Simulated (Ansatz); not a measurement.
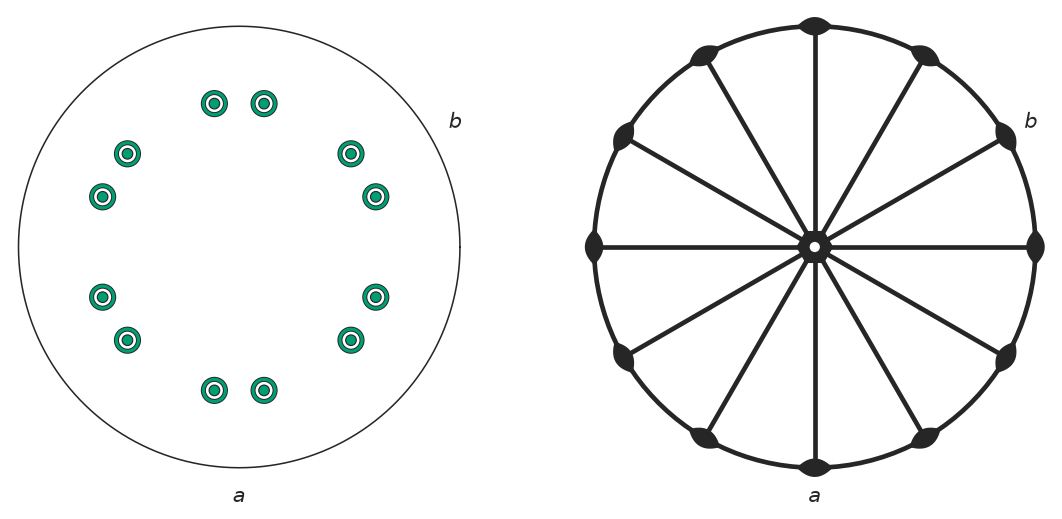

Stereographic projection: filled dots lie in the upper hemisphere, open rings in the lower; heavy lines are mirror planes (a heavy rim: a mirror in the plane of the page); lens, triangle, square and hexagon are 2-, 3-, 4- and 6-fold axes, a lens in an open square is −4, a triangle in an open hexagon −6; thin dashed diameters join the ends of axes that lie in the page; a small open circle marks inversion. The c axis points at the viewer. Left: one general form; right: the symmetry elements. Computed from the symmetry operations of a computed or model structure of composition Co.

### Name the crystal class.

6/mmm (D6h), order 24, hexagonal system: one sixfold axis, six twofold axes, seven mirror planes, an inversion centre.

### Can such a crystal be piezoelectric, pyroelectric or chiral?

It is centrosymmetric, so neither piezoelectric nor pyroelectric; it is not chiral.
